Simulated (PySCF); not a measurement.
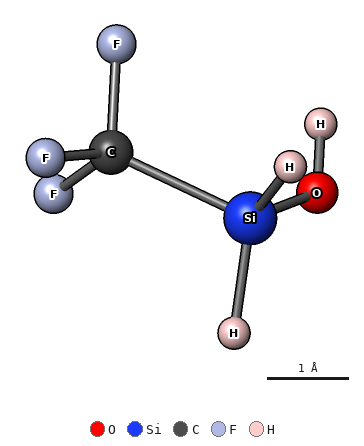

*The structure as given in the input (ball-and-stick view, seen at a tilt).*

# Geometry relaxation, with input and output: CH$_{3}$F$_{3}$OSi

The run: geometry relaxation of CH$_{3}$F$_{3}$OSi. Method and program: PBE0-D3(BJ)/def2-SVP geometry optimisation, gas phase (PySCF 2.14.0).

## Input file
```
{"job": {"xc": "PBE0", "basis": "def2-SVP", "d3": "d3bj", "grid": 1, "shake": 0.01, "kind": "geom"}, "charge": 0, "multiplicity": 1}
O     -1.618990     0.786010     0.297420
Si    -0.787420    -0.374840    -0.383400
C      1.054890    -0.136160     0.167710
F      1.548010     1.120300    -0.111940
F      1.941080    -0.979900    -0.427380
F      1.251200    -0.281440     1.502190
H     -1.362300     1.723860     0.368020
H     -0.705040    -0.286900    -1.840430
H     -1.263620    -1.588080     0.248560
```

The first line tells a small driver script what to run in PySCF; the rest is the geometry in Å.

Command:
```bash
OMP_NUM_THREADS=1 python <driver script> task.json out
```

## Log
```
step   0  E = -703.24936436  max force = 0.054472
step   1  E = -703.25755169  max force = 0.012543
step   2  E = -703.25815698  max force = 0.003668
step   3  E = -703.25836431  max force = 0.002341
step   4  E = -703.25847937  max force = 0.001509
step   5  E = -703.25852278  max force = 0.000842
step   6  E = -703.25856437  max force = 0.001276
step   7  E = -703.25861122  max force = 0.001726
step   8  E = -703.25865385  max force = 0.001609
step   9  E = -703.25867202  max force = 0.000781
step  10  E = -703.25867760  max force = 0.000209
optimisation converged
```

## Trajectory as extended XYZ (Å, eV, eV/Å), 11 frames, from step=0 to step=10
```
9
Properties=species:S:1:pos:R:3:forces:R:3 step=0 energy=-19136.38992
O    -1.6190    0.7860    0.2974   -1.3782   2.8010   1.2243
Si   -0.7874   -0.3748   -0.3834    1.9404  -0.7779  -0.3740
C     1.0549   -0.1362    0.1677    2.1281   0.4173   0.4089
F     1.5480    1.1203   -0.1119   -0.8924  -0.6922  -0.0250
F     1.9411   -0.9799   -0.4274   -0.8260   0.1535   0.1498
F     1.2512   -0.2814    1.5022   -0.5025  -0.0862  -0.5631
H    -1.3623    1.7239    0.3680   -0.1497  -0.8187  -0.1928
H    -0.7050   -0.2869   -1.8404   -0.1372  -0.2175  -0.5457
H    -1.2636   -1.5881    0.2486   -0.1824  -0.7794  -0.0823
9
Properties=species:S:1:pos:R:3:forces:R:3 step=1 energy=-19136.61271
O    -1.6269    0.8538    0.4034   -0.0059  -0.3965  -0.0332
Si   -0.7761   -0.3955   -0.2891    0.1469   0.1248   0.1687
C     1.0846   -0.1171    0.1666   -0.6450  -0.1786  -0.2330
F     1.3686    1.1533   -0.1867    0.3553   0.1701   0.0597
F     1.9011   -0.9267   -0.5187    0.1457   0.0711   0.1046
F     1.3590   -0.2475    1.4667    0.1311   0.0133  -0.0207
H    -1.2131    1.7092    0.2776    0.0202   0.3144  -0.0001
H    -0.8069   -0.3667   -1.7745   -0.0312  -0.0507  -0.0747
H    -1.2325   -1.6815    0.2746   -0.1172  -0.0680   0.0287
9
Properties=species:S:1:pos:R:3:forces:R:3 step=2 energy=-19136.62918
O    -1.6404    0.8455    0.4022    0.1404  -0.0539  -0.0466
Si   -0.7738   -0.3902   -0.2913   -0.0118   0.0874   0.0640
C     1.0876   -0.1159    0.1584    0.1886   0.1175  -0.0503
F     1.4297    1.1507   -0.1741   -0.0517   0.0042  -0.0375
F     1.9156   -0.9285   -0.5089   -0.0569  -0.0921  -0.1128
F     1.3695   -0.2546    1.4561   -0.1343  -0.0464   0.1646
H    -1.2606    1.7234    0.2813   -0.0898  -0.0037   0.0181
H    -0.8205   -0.3753   -1.7806    0.0083  -0.0243   0.0012
H    -1.2494   -1.6739    0.2766    0.0072   0.0112  -0.0007
9
Properties=species:S:1:pos:R:3:forces:R:3 step=3 energy=-19136.63482
O    -1.6400    0.8452    0.4038    0.1204   0.0260  -0.0301
Si   -0.7658   -0.3817   -0.2917   -0.0703   0.0449   0.0236
C     1.0938   -0.1165    0.1555    0.0980   0.1200  -0.0471
F     1.4525    1.1472   -0.1748   -0.0259  -0.1153   0.0256
F     1.9086   -0.9429   -0.5138   -0.0345  -0.0112  -0.0051
F     1.3570   -0.2644    1.4586   -0.0380  -0.0110   0.0225
H    -1.2896    1.7358    0.2830   -0.0796  -0.0651   0.0050
H    -0.8170   -0.3773   -1.7816    0.0069  -0.0016   0.0121
H    -1.2416   -1.6641    0.2807    0.0232   0.0134  -0.0065
9
Properties=species:S:1:pos:R:3:forces:R:3 step=4 energy=-19136.63795
O    -1.6403    0.8486    0.4072    0.0424   0.0021   0.0135
Si   -0.7598   -0.3679   -0.2921   -0.0605  -0.0034  -0.0059
C     1.1011   -0.1197    0.1521    0.0039   0.0776  -0.0134
F     1.4881    1.1337   -0.1726   -0.0035  -0.0769   0.0234
F     1.8987   -0.9642   -0.5156    0.0050  -0.0088   0.0194
F     1.3470   -0.2786    1.4587    0.0223   0.0018  -0.0128
H    -1.3320    1.7514    0.2787   -0.0236  -0.0120  -0.0231
H    -0.8172   -0.3721   -1.7816    0.0018   0.0218   0.0037
H    -1.2278   -1.6501    0.2850    0.0123  -0.0021  -0.0047
9
Properties=species:S:1:pos:R:3:forces:R:3 step=5 energy=-19136.63914
O    -1.6395    0.8525    0.4125    0.0015  -0.0021   0.0433
Si   -0.7586   -0.3590   -0.2909   -0.0133  -0.0219  -0.0166
C     1.1057   -0.1233    0.1507   -0.0322   0.0195   0.0178
F     1.5116    1.1219   -0.1721    0.0059  -0.0219   0.0040
F     1.8915   -0.9807   -0.5152    0.0133  -0.0108   0.0083
F     1.3469   -0.2875    1.4582    0.0237   0.0093  -0.0174
H    -1.3583    1.7612    0.2700   -0.0017   0.0078  -0.0337
H    -0.8215   -0.3607   -1.7800    0.0028   0.0238  -0.0009
H    -1.2200   -1.6432    0.2866    0.0001  -0.0036  -0.0050
9
Properties=species:S:1:pos:R:3:forces:R:3 step=6 energy=-19136.64027
O    -1.6364    0.8576    0.4234   -0.0278   0.0005   0.0656
Si   -0.7582   -0.3498   -0.2875    0.0341  -0.0280  -0.0247
C     1.1102   -0.1290    0.1498   -0.0408  -0.0430   0.0432
F     1.5356    1.1063   -0.1752    0.0117   0.0378  -0.0192
F     1.8821   -1.0015   -0.5143    0.0098  -0.0099  -0.0020
F     1.3513   -0.2951    1.4576    0.0104   0.0107  -0.0174
H    -1.3846    1.7701    0.2557    0.0092   0.0177  -0.0365
H    -0.8274   -0.3403   -1.7762    0.0054   0.0164  -0.0034
H    -1.2147   -1.6371    0.2864   -0.0121  -0.0022  -0.0057
9
Properties=species:S:1:pos:R:3:forces:R:3 step=7 energy=-19136.64154
O    -1.6300    0.8645    0.4414   -0.0393   0.0058   0.0666
Si   -0.7577   -0.3394   -0.2819    0.0607  -0.0202  -0.0259
C     1.1150   -0.1377    0.1495   -0.0279  -0.0888   0.0517
F     1.5606    1.0864   -0.1839    0.0130   0.0721  -0.0320
F     1.8698   -1.0287   -0.5120   -0.0002  -0.0019  -0.0071
F     1.3597   -0.3014    1.4571   -0.0057   0.0116  -0.0130
H    -1.4126    1.7781    0.2363    0.0107   0.0178  -0.0297
H    -0.8325   -0.3104   -1.7701    0.0070   0.0044  -0.0041
H    -1.2144   -1.6303    0.2834   -0.0183  -0.0008  -0.0064
9
Properties=species:S:1:pos:R:3:forces:R:3 step=8 energy=-19136.64270
O    -1.6220    0.8719    0.4605   -0.0255   0.0071   0.0367
Si   -0.7565   -0.3299   -0.2762    0.0482  -0.0033  -0.0140
C     1.1189   -0.1480    0.1511   -0.0040  -0.0828   0.0337
F     1.5805    1.0666   -0.1955    0.0074   0.0611  -0.0259
F     1.8580   -1.0560   -0.5068   -0.0093   0.0071  -0.0006
F     1.3683   -0.3042    1.4582   -0.0131   0.0069  -0.0065
H    -1.4363    1.7831    0.2159    0.0051   0.0093  -0.0132
H    -0.8324   -0.2789   -1.7639    0.0054  -0.0048  -0.0032
H    -1.2209   -1.6234    0.2765   -0.0142  -0.0007  -0.0069
9
Properties=species:S:1:pos:R:3:forces:R:3 step=9 energy=-19136.64320
O    -1.6179    0.8756    0.4678   -0.0042   0.0028   0.0044
Si   -0.7551   -0.3261   -0.2747    0.0151   0.0070  -0.0009
C     1.1199   -0.1539    0.1543    0.0066  -0.0402   0.0078
F     1.5860    1.0580   -0.2007    0.0007   0.0225  -0.0083
F     1.8539   -1.0684   -0.5002   -0.0063   0.0080   0.0048
F     1.3701   -0.3034    1.4613   -0.0086   0.0029   0.0000
H    -1.4433    1.7844    0.2054   -0.0004   0.0021  -0.0001
H    -0.8269   -0.2648   -1.7624    0.0028  -0.0049  -0.0018
H    -1.2289   -1.6202    0.2690   -0.0057  -0.0003  -0.0058
9
Properties=species:S:1:pos:R:3:forces:R:3 step=10 energy=-19136.64335
O    -1.6170    0.8769    0.4663    0.0069  -0.0010  -0.0107
Si   -0.7542   -0.3255   -0.2763   -0.0063   0.0086   0.0045
C     1.1193   -0.1562    0.1576    0.0066  -0.0061  -0.0044
F     1.5852    1.0562   -0.1997   -0.0019  -0.0011   0.0021
F     1.8546   -1.0713   -0.4940   -0.0009   0.0036   0.0064
F     1.3667   -0.3022    1.4652   -0.0031  -0.0011   0.0025
H    -1.4415    1.7850    0.2019   -0.0023  -0.0018   0.0041
H    -0.8209   -0.2624   -1.7642    0.0016  -0.0013  -0.0010
H    -1.2344   -1.6193    0.2629   -0.0006   0.0002  -0.0036
```

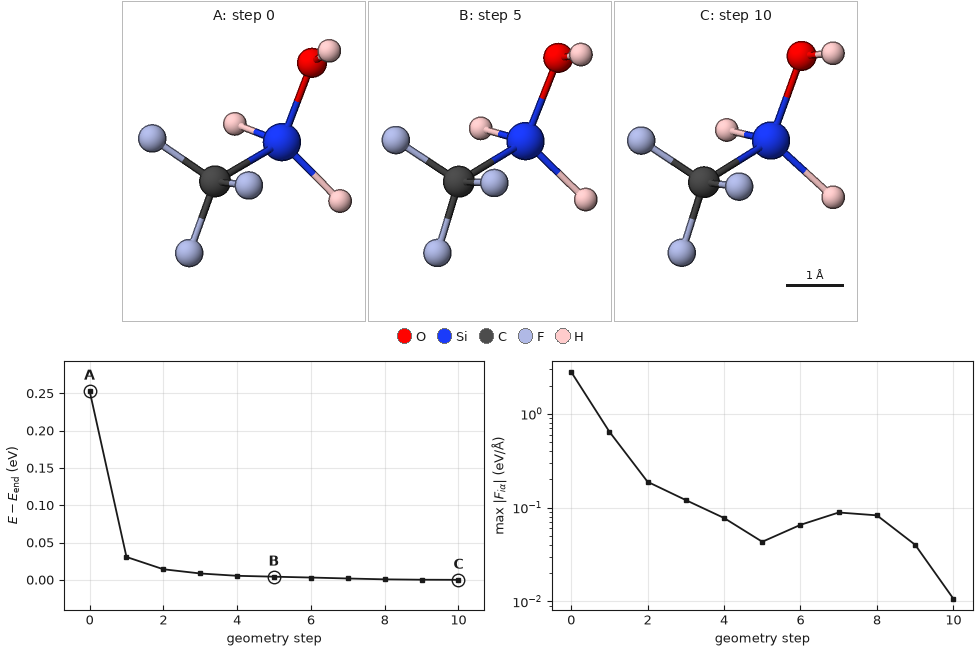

*Frames of the relaxation (ball-and-stick view, seen at a tilt) above the curves, on which the letters mark them (steps are counted from 0).*

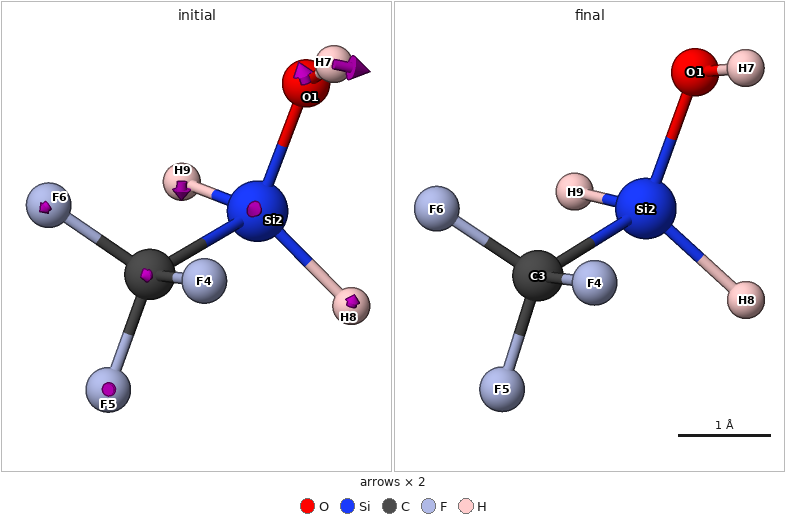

*Before (left) and after (right) the relaxation, at one scale (ball-and-stick view, seen at a tilt). The pink arrows give the displacements, magnified 2 times.*

The largest move after the best rigid fit is that of H7, 0.22 Å. By element the largest moves are H 0.22 Å, O 0.13 Å, Si 0.09 Å, C 0.07 Å, F 0.07 Å. Among the contacts that change: O1–Si2 1.582 → 1.656 Å, Si2–H9 1.448 → 1.482 Å, C3–F4 1.378 → 1.347 Å, Si2–H8 1.462 → 1.491 Å. Among the angles that change: Si2–O1–H7 126.8° → 117.9°, H8–Si2–H9 120.2° → 112.7°, Si2–C3–F5 114.7° → 111.3°. The energy falls by 0.253 eV in 10 geometry steps. Largest force component: 2.8 eV/Å at the start, 0.011 eV/Å at the end. (Atoms are counted from 1 in the order of the input.)

## Results in brief

```json
{"quantity": "outcome", "value": "converged"}
{"quantity": "total energy", "value": "−703.258678 hartree"}
{"quantity": "dipole moment", "value": "1.93 D"}
{"quantity": "point group", "value": "C1"}
{"quantity": "hardware", "value": "1 CPU thread, shared host"}
{"quantity": "wall time", "value": "68 s"}
{"quantity": "peak memory", "value": "0.42 GiB"}
```
